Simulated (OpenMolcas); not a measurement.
# Run report: P$_{2}$, energy and gradient calculation

- system: P$_{2}$ (diphosphorus), SMILES P#P
- method: r2SCAN/def2-TZVPPD, RKS (OpenMolcas 26.06)

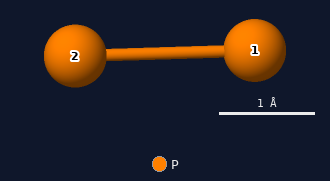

Fig. 1: The input geometry (ball-and-stick view, seen at a tilt; atoms are numbered from 1 in the order of the input).

**Summary**

| quantity | value |
| --- | --- |
| outcome | converged |
| total energy | −682.656236 hartree |
| basis functions | 96 |
| largest force | 0.125 eV/Å |
| HOMO | −7.38 eV |
| LUMO | −3.33 eV |
| dipole moment | 0.00 debye |
| hardware | 1 thread of Intel Xeon (Sapphire Rapids), 16 GiB of memory available, shared host |
| wall time | 13 s |
| peak memory | 0.53 GiB |

**Input**
```
&gateway
  baslib
  $CurrDir
  coord
  mol.xyz
  basis
  def2-TZVPPD
  group
  NoSym

&seward
  gridinput
  Grid=UltraFine
  End of Grid

&scf
  ksdft
  2
  1.0 MGGA_X_R2SCAN
  1.0 MGGA_C_R2SCAN
  thresholds
  1e-10 1e-07 1e-07 1e-05
  prorbitals
  1 2

&alaska
```

**File mol.xyz**
```
2

P      0.000000     0.000000     0.000000
P      0.000000     0.000000     1.893400
```

Command:
```bash
export MOLCAS_MEM=1860
pymolcas calc.inp > calc.log
```

**Output**
```
--- Start Module: gateway ---

                                              &GATEWAY

                       available to each process: 1.9 GB of memory, 1 thread

 Basis Set     1 Label: P.DEF2-TZVPPD
 Basis set is read from library:.
 basistype.tbl is not found

++    Symmetry information:
      ---------------------

                    Character Table for C1

                             E
                    a        1  x, y, xy, Rz, z, xz, Ry, yz, Rx, I
--

++    Basis set information:
      ----------------------

      Basis set label: P.DEF2-TZVPPD.........

      Electronic valence basis set:
      ------------------
      Associated Effective Charge  15.000000 au
      Associated Actual Charge     15.000000 au
      Nuclear Model: Point charge

      Shell  nPrim  nBasis  Cartesian Spherical Contaminant
         s      15       6        X
         p       9       5        X
         d       4       4                 X
         f       1       1                 X
--

++    Molecular structure info:
      -------------------------

                    ************************************************
                    **** Cartesian Coordinates / bohr, angstrom ****
                    ************************************************

     Center  Label                x              y              z                     x              y              z
        1      P1               0.000000       0.000000       0.000000              0.000000       0.000000       0.000000
        2      P2               0.000000       0.000000       3.578007              0.000000       0.000000       1.893400
--

            Nuclear Potential Energy             62.88416202 au

--- Stop Module: gateway /rc=_RC_ALL_IS_WELL_ ---

--- Start Module: seward ---

                                              &SEWARD

                       available to each process: 1.9 GB of memory, 1 thread

               SEWARD will generate:
                  Multipole Moment integrals up to order  2
                  Kinetic Energy integrals
                  Nuclear Attraction integrals (point charge)
                  One-Electron Hamiltonian integrals
                  Velocity integrals
                  Orbital angular momentum around (  0.0000   0.0000   1.7890 )
                  Velocity quadrupole around (  0.0000   0.0000   1.7890 )
                  Two-Electron Repulsion integrals

                   Integrals are discarded if absolute value <: 1.00E-14
                   Integral cutoff threshold is set to       <: 1.00E-16

            Nuclear Potential Energy             62.88416202 au

      Basis set specifications :
      Symmetry species         a
      Basis functions           96

--- Stop Module: seward /rc=_RC_ALL_IS_WELL_ ---
--- Module seward spent 1 second ---

--- Start Module: scf ---

                                                &SCF

                       available to each process: 1.9 GB of memory, 1 thread

 ###############################################################################
 ###     Minimized-density-differences option turned off!                    ###
 ###############################################################################
++    Input section:
      --------------

      Header of the integral files:

      Cartesian coordinates in angstrom:
      -----------------------------------------------------
      No.  Label        X            Y            Z
      -----------------------------------------------------
       1   P1         0.00000000   0.00000000   0.00000000
       2   P2         0.00000000   0.00000000   1.89340000
      -----------------------------------------------------
      Nuclear repulsion energy =   62.88416202
--

++    Orbital specifications:
      -----------------------

      Symmetry species               1
                                     a
      Frozen orbitals                0
      Occupied orbitals             15
      Secondary orbitals            81
      Deleted orbitals               0
      Total number of orbitals      96
      Number of basis functions     96
--

      Molecular charge                           0.000

      Numerical integration parameters
      --------------------------------
      Radial quadrature type:                         MHL
      Size of radial grid:                            99
      Lebedev angular grid:                           41
      Angular grid pruned with the crowding factor:  1.00E+10
                                 and fading factor:  1.00E+01
      Screening threshold for integral computation:   1.00E-11
      Radial quadrature accuracy:                     1.00E-25
      Maximum batch size:                             128
      AO values are stored on disk
      The same grid will be used for all iterations.

      DFT functional specifications
      -----------------------------
      Using Libxc version: 6.2.2
      Please cite the following reference:
      S. Lehtola, C. Steigemann, M. J.T. Oliveira, and M. A.L. Marques.,  SoftwareX 7, 1–5 (2018) doi:10.1016/j.softx.2017.11.002

++    Optimization specifications:
      ----------------------------

      SCF Algorithm: Conventional
      D(i)-D(i-1) density differences are used
      Number of density matrices in core                 5
      Maximum number of NDDO SCF iterations            400
      Maximum number of HF SCF iterations              400
      Threshold for SCF energy change             1.00E-10
      Threshold for density matrix                1.00E-07
      Threshold for Fock matrix                   1.00E-07
      Threshold for linear dependence             1.00E-09
      Threshold at which DIIS is turned on        1.50E-01
      Maximum depth in the DIIS procedure                5
      Maximum depth in the BFGS Hessian update          30
      Threshold at which QNR/C2DIIS is turned on  7.50E-02
      Threshold for Norm(delta) (QNR/C2DIIS)      1.00E-05
      All orbitals punched on: SCFORB
--

      Input vectors read from INPORB
      Orbital file label: *Guess orbitals

++ Convergence information
                                   [...]      iterations: Energy and convergence statistics

Iter     Tot. [...]      One-elec.       Two-elec.     Energy      Max Dij or  Max Fij      DNorm      TNorm      AccCon     Time
         Energy          Energy          Energy        Change      Delta Norm                                                in Sec.
   1  -682.485086956 -1112.437411572   367.068162594   0.00E+00    4.04E-01*   2.50E-01*    6.70E+00   1.96E+02   None         1.
   2  -682.515715416 -1119.302973958   373.903096520  -3.06E-02*   7.50E-02*   5.55E-02*    1.95E+00   1.99E+02   EDIIS        1.
   3  -682.652189517 -1114.796348304   369.259996765  -1.36E-01*   4.04E-03*   7.57E-03*    4.99E-01   1.97E+02   c2DIIS       1.
   4  -682.656220150 -1115.630000722   370.089618550  -4.03E-03*   3.80E-03*   2.09E-03*    3.34E-02   1.98E+02   QNRc2DIIS    1.
   5  -682.656226563 -1115.496551645   369.956163060  -6.41E-06*   2.10E-03*   9.24E-04*    1.53E-02   1.97E+02   QNRc2DIIS    1.
   6  -682.656235664 -1115.550047961   370.009650275  -9.10E-06*   2.90E-04*   2.63E-04*    7.29E-03   1.97E+02   QNRc2DIIS    1.
   7  -682.656235942 -1115.553059099   370.012661134  -2.78E-07*   3.05E-05*   1.40E-05*    9.35E-04   1.97E+02   QNRc2DIIS    1.
   8  -682.656235944 -1115.552419976   370.012022010  -2.00E-09*   1.71E-06    1.25E-06*    1.44E-04   1.97E+02   QNRc2DIIS    1.
   9  -682.656235944 -1115.552416805   370.012018838  -7.96E-12    2.42E-07    3.43E-07*    2.87E-05   1.97E+02   QNRc2DIIS    1.
  10  -682.656235944 -1115.552418470   370.012020504  -5.68E-13    2.65E-08    3.98E-08     1.38E-06   1.97E+02   QNRc2DIIS    1.

       Convergence after  10 Iterations
--

 *****************************************************************************************************************************
 *                                             SCF/KS-DFT Program, Final results                                             *
 *                                                       Final Results                                                       *
 *****************************************************************************************************************************

::    Total KS-DFT energy                            -682.6562359442
      One-electron energy                           -1115.5524184699
      Two-electron energy                             370.0120205037
      Nuclear repulsion energy                         62.8841620220
      Kinetic energy (interpolated)                   681.3706949764
      Virial theorem                                    1.0018866984
      Total spin, S(S+1)                                0.0000000000
      Total spin, S                                     0.0000000000
      Max non-diagonal density matrix element           0.0000000214
      Max non-diagonal Fock matrix element              0.0000000103

      All orbitals with orbital energies smaller than  E(LUMO)+0.5 are printed

++    Molecular orbitals:
      -------------------

      Title: RKS-DFT orbitals

      Molecular orbitals for symmetry species 1: a

      Basis set list:
        1 P1     1s                 21 P1     2pz                41 P1     3d2+               61 P2     2py                81 P2     3d0
        2 P1     1s                 22 P1     3d2-               42 P1     4f3-               62 P2     2py                82 P2     3d1+
        3 P1     1s                 23 P1     3d2-               43 P1     4f2-               63 P2     2py                83 P2     3d1+
        4 P1     1s                 24 P1     3d2-               44 P1     4f1-               64 P2     2py                84 P2     3d1+
        5 P1     1s                 25 P1     3d2-               45 P1     4f0                65 P2     2pz                85 P2     3d1+
        6 P1     1s                 26 P1     3d1-               46 P1     4f1+               66 P2     2pz                86 P2     3d2+
        7 P1     2px                27 P1     3d1-               47 P1     4f2+               67 P2     2pz                87 P2     3d2+
        8 P1     2px                28 P1     3d1-               48 P1     4f3+               68 P2     2pz                88 P2     3d2+
        9 P1     2px                29 P1     3d1-               49 P2     1s                 69 P2     2pz                89 P2     3d2+
       10 P1     2px                30 P1     3d0                50 P2     1s                 70 P2     3d2-               90 P2     4f3-
       11 P1     2px                31 P1     3d0                51 P2     1s                 71 P2     3d2-               91 P2     4f2-
       12 P1     2py                32 P1     3d0                52 P2     1s                 72 P2     3d2-               92 P2     4f1-
       13 P1     2py                33 P1     3d0                53 P2     1s                 73 P2     3d2-               93 P2     4f0
       14 P1     2py                34 P1     3d1+               54 P2     1s                 74 P2     3d1-               94 P2     4f1+
       15 P1     2py                35 P1     3d1+               55 P2     2px                75 P2     3d1-               95 P2     4f2+
       16 P1     2py                36 P1     3d1+               56 P2     2px                76 P2     3d1-               96 P2     4f3+
       17 P1     2pz                37 P1     3d1+               57 P2     2px                77 P2     3d1-
       18 P1     2pz                38 P1     3d2+               58 P2     2px                78 P2     3d0
       19 P1     2pz                39 P1     3d2+               59 P2     2px                79 P2     3d0
       20 P1     2pz                40 P1     3d2+               60 P2     2py                80 P2     3d0

  Index Energy  Occupation Coefficients ...

    1  -76.7768    2.0000          1 P1     1s     (-0.706),    49 P2     1s     ( 0.706),

    2  -76.7768    2.0000          1 P1     1s     ( 0.706),    49 P2     1s     ( 0.706),

    3   -6.4903    2.0000          3 P1     1s     ( 0.553),    51 P2     1s     ( 0.553),

    4   -6.4899    2.0000          3 P1     1s     (-0.552),    51 P2     1s     ( 0.552),

    5   -4.6343    2.0000         12 P1     2py    ( 0.508),    60 P2     2py    ( 0.508),

    6   -4.6343    2.0000          7 P1     2px    ( 0.508),    55 P2     2px    ( 0.508),

    7   -4.6341    2.0000          7 P1     2px    (-0.508),    55 P2     2px    ( 0.508),

    8   -4.6341    2.0000         12 P1     2py    (-0.508),    60 P2     2py    ( 0.508),

    9   -4.6306    2.0000         17 P1     2pz    (-0.508),    65 P2     2pz    ( 0.508),

   10   -4.6283    2.0000         17 P1     2pz    ( 0.509),    65 P2     2pz    ( 0.509),

   11   -0.6483    2.0000          3 P1     1s     (-0.302),     4 P1     1s     ( 0.444),     5 P1     1s     ( 0.228),    51 P2     1s     (-0.302),
                                  52 P2     1s     ( 0.444),    53 P2     1s     ( 0.228),

   12   -0.4378    2.0000          3 P1     1s     ( 0.314),     4 P1     1s     (-0.483),     5 P1     1s     (-0.412),    51 P2     1s     (-0.314),
                                  52 P2     1s     ( 0.483),    53 P2     1s     ( 0.412),

   13   -0.2737    2.0000          5 P1     1s     ( 0.225),    20 P1     2pz    (-0.361),    53 P2     1s     ( 0.225),    68 P2     2pz    ( 0.361),

   14   -0.2713    2.0000         15 P1     2py    ( 0.353),    16 P1     2py    ( 0.197),    63 P2     2py    ( 0.353),    64 P2     2py    ( 0.197),

   15   -0.2713    2.0000         10 P1     2px    ( 0.353),    11 P1     2px    ( 0.197),    58 P2     2px    ( 0.353),    59 P2     2px    ( 0.197),

   16   -0.1225    0.0000         10 P1     2px    (-0.405),    11 P1     2px    (-0.341),    58 P2     2px    ( 0.405),    59 P2     2px    ( 0.341),

   17   -0.1225    0.0000         15 P1     2py    (-0.405),    16 P1     2py    (-0.341),    63 P2     2py    ( 0.405),    64 P2     2py    ( 0.341),

   18    0.0368    0.0000          6 P1     1s     (-2.222),    54 P2     1s     ( 2.222),

   19    0.0405    0.0000          5 P1     1s     ( 0.591),     6 P1     1s     (-0.868),    53 P2     1s     ( 0.591),    54 P2     1s     (-0.868),

   20    0.0928    0.0000         41 P1     3d2+   ( 0.426),    89 P2     3d2+   ( 0.426),

   21    0.0928    0.0000         25 P1     3d2-   ( 0.426),    73 P2     3d2-   ( 0.426),

   22    0.1147    0.0000          6 P1     1s     (-4.184),    21 P1     2pz    (-2.753),    54 P2     1s     ( 4.184),    69 P2     2pz    (-2.753),

   23    0.1321    0.0000         16 P1     2py    ( 0.457),    29 P1     3d1-   (-0.475),    64 P2     2py    ( 0.457),    77 P2     3d1-   ( 0.475),

   24    0.1321    0.0000         11 P1     2px    ( 0.457),    37 P1     3d1+   (-0.475),    59 P2     2px    ( 0.457),    85 P2     3d1+   ( 0.475),

   25    0.1328    0.0000          5 P1     1s     (-1.480),     6 P1     1s     ( 1.146),    53 P2     1s     (-1.480),    54 P2     1s     ( 1.146),

   26    0.1966    0.0000         11 P1     2px    ( 1.458),    37 P1     3d1+   ( 1.465),    59 P2     2px    (-1.458),    85 P2     3d1+   ( 1.465),

   27    0.1966    0.0000         16 P1     2py    ( 1.458),    29 P1     3d1-   ( 1.465),    64 P2     2py    (-1.458),    77 P2     3d1-   ( 1.465),

   28    0.2071    0.0000         41 P1     3d2+   (-1.001),    89 P2     3d2+   ( 1.001),

   29    0.2071    0.0000         25 P1     3d2-   (-1.001),    73 P2     3d2-   ( 1.001),

   30    0.2522    0.0000         15 P1     2py    ( 0.778),    16 P1     2py    (-0.657),    63 P2     2py    ( 0.778),    64 P2     2py    (-0.657),

   31    0.2522    0.0000         10 P1     2px    ( 0.778),    11 P1     2px    (-0.657),    58 P2     2px    ( 0.778),    59 P2     2px    (-0.657),

   32    0.2553    0.0000          5 P1     1s     (-5.379),     6 P1     1s     (-3.753),    21 P1     2pz    (-4.613),    53 P2     1s     ( 5.379),
                                  54 P2     1s     ( 3.753),    69 P2     2pz    (-4.613),

   33    0.3361    0.0000          5 P1     1s     ( 0.866),    21 P1     2pz    (-1.160),    33 P1     3d0    (-1.207),    53 P2     1s     ( 0.866),
                                  69 P2     2pz    ( 1.160),    81 P2     3d0    (-1.207),

--

++    Molecular charges:
      ------------------

      Mulliken charges per centre and basis function type
      ---------------------------------------------------

                P1      P2
      1s       5.9167  5.9167
      2px      2.9596  2.9596
      2pz      3.0575  3.0575
      2py      2.9596  2.9596
      3d2+     0.0000  0.0000
      3d1+     0.0372  0.0372
      3d0      0.0237  0.0237
      3d1-     0.0372  0.0372
      3d2-     0.0000  0.0000
      4f3+     0.0000  0.0000
      4f2+     0.0000  0.0000
      4f1+     0.0032  0.0032
      4f0      0.0021  0.0021
      4f1-     0.0032  0.0032
      4f2-     0.0000  0.0000
      4f3-     0.0000  0.0000
      Total   15.0000 15.0000

      N-E      0.0000 -0.0000

      Total electronic charge=   30.000000

      Total            charge=   -0.000000
--

++    Molecular properties:
      ---------------------

      Charge (e):
                      =   -0.0000
      Dipole Moment (debye):
      Origin of the operator (angstrom)=    0.0000    0.0000    0.9467
                   X=  5.1285E-15               Y= -2.3386E-15               Z= -3.4602E-08           Total=  3.4602E-08
      Quadrupole Moment (debye*angstrom):
      Origin of the operator (angstrom)=    0.0000    0.0000    0.9467
                  XX= -2.5904E+01              XY= -1.3835E-15              XZ=  4.2494E-15              YY= -2.5904E+01
                  YZ= -8.2898E-15              ZZ= -2.5257E+01
      In traceless form (debye*angstrom)
                  XX= -3.2327E-01              XY= -2.0752E-15              XZ=  6.3741E-15              YY= -3.2327E-01
                  YZ= -1.2435E-14              ZZ=  6.4655E-01
--

--- Stop Module: scf /rc=_RC_ALL_IS_WELL_ ---
--- Module scf spent 8 seconds ---

--- Start Module: alaska ---

                                              &ALASKA

                       available to each process: 1.9 GB of memory, 1 thread

                     Threshold for contributions to the gradient: 1.000E-07

                    ********************************************
                    * Symmetry Adapted Cartesian Displacements *
                    ********************************************

           Irreducible representation : a
           Basis function(s) of irrep: x, y, xy, Rz, z, xz, Ry, yz, Rx, I

 Basis Label        Type   Center Phase
   1   P1           x         1     1
   2   P1           y         1     1
   3   P1           z         1     1
   4   P2           x         2     1
   5   P2           y         2     1
   6   P2           z         2     1

                     No automatic utilization of translational and rotational invariance of the energy is employed.

 Rotational correction to the DFT gradient is turned off due to close-to-degeneracy problems!

 DFT contribution computed for a moving grid.

 Conventional ERI gradients!

 **************************************************
 *              Molecular gradients               *
 **************************************************

  Irreducible representation: a
 ------------------------------------------------------------------------------------------
                              X                       Y                       Z
 ------------------------------------------------------------------------------------------
  P1                2.22093954941222E-15   -6.86513852683526E-14   -2.42433876927706E-03
  P2               -2.22787844166176E-15    6.86591915223337E-14    2.42433876924864E-03
 ------------------------------------------------------------------------------------------

--- Stop Module: alaska /rc=_RC_ALL_IS_WELL_ ---
--- Module alaska spent 2 seconds ---

.##################.
.# Happy landing! #.
.##################.

    Timing: Wall=12.95 User=11.25 System=1.64
```

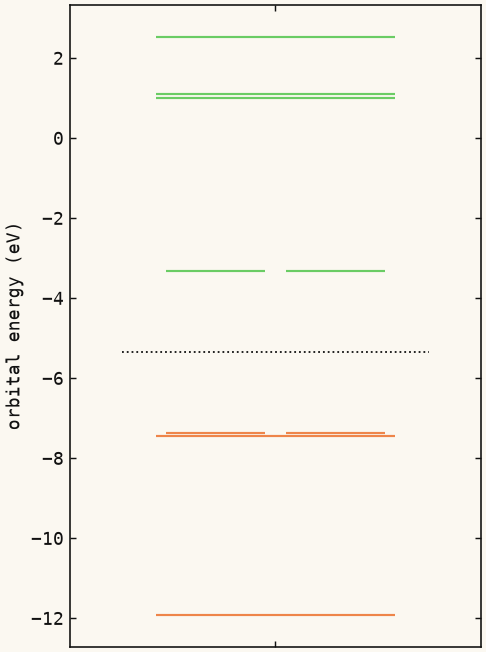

Fig. 2: Orbital energies near the frontier; the dotted line parts filled from empty levels, and levels within 0.02 eV of each other stand side by side. Highest filled −7.38 eV, lowest empty −3.33 eV, 4.05 eV apart.
